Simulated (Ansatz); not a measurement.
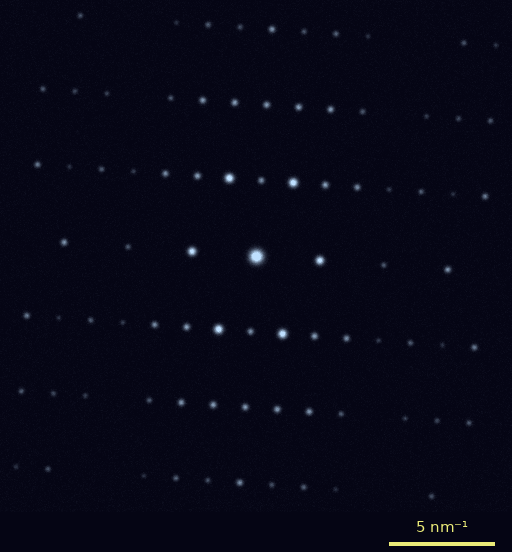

The pattern is a kinematic simulation for 200 kV electrons (no multiple scattering; isotropic B = 1 Å²).

Phase: Sn2O, space group P4_2/mnm (No. 136), a = 6.527 Å, c = 3.049 Å. Structure: the geometry relaxed with DFT r2SCAN, scalar-relativistic, plane waves, PAW in Ansatz 0.2.0; the starting structure was generated, so it need not be a known form of this composition.

```cif
data_structure
_symmetry_space_group_name_H-M 'P4_2/mnm'
_symmetry_Int_Tables_number 136
_cell_length_a 6.5274
_cell_length_b 6.5274
_cell_length_c 3.0486
_cell_angle_alpha 90.000
_cell_angle_beta 90.000
_cell_angle_gamma 90.000
_cell_volume 129.89
loop_
_atom_site_label
_atom_site_type_symbol
_atom_site_symmetry_multiplicity
_atom_site_Wyckoff_symbol
_atom_site_fract_x
_atom_site_fract_y
_atom_site_fract_z
_atom_site_occupancy
Sn1 Sn 4 f 0.31043 0.31043 0.00000 1
O1 O 2 a 0.00000 0.00000 0.00000 1
```

Measure the pattern against the scale bar and name the zone.

The spots form a rectangular net whose two shortest vectors correspond to d = 6.53 Å and 2.76 Å, 90.0° apart. They index as 0 1 0 (itself extinct) and 1 0 -1, so the zone axis is ±[101] (or an equivalent direction of <101>).

Which reflections of this zone are missing, and why?

A screw axis and a glide plane both extinguish reflections such as 0 1 0, 0 3 0, 0 5 0; reflections such as 2 -4 -2, 2 4 -2 are allowed but too weak to see at this display level. In a thicker crystal double diffraction can put intensity into those places emptied by glide planes or screw axes that lie on the net of the visible spots, but never into those emptied by centring.
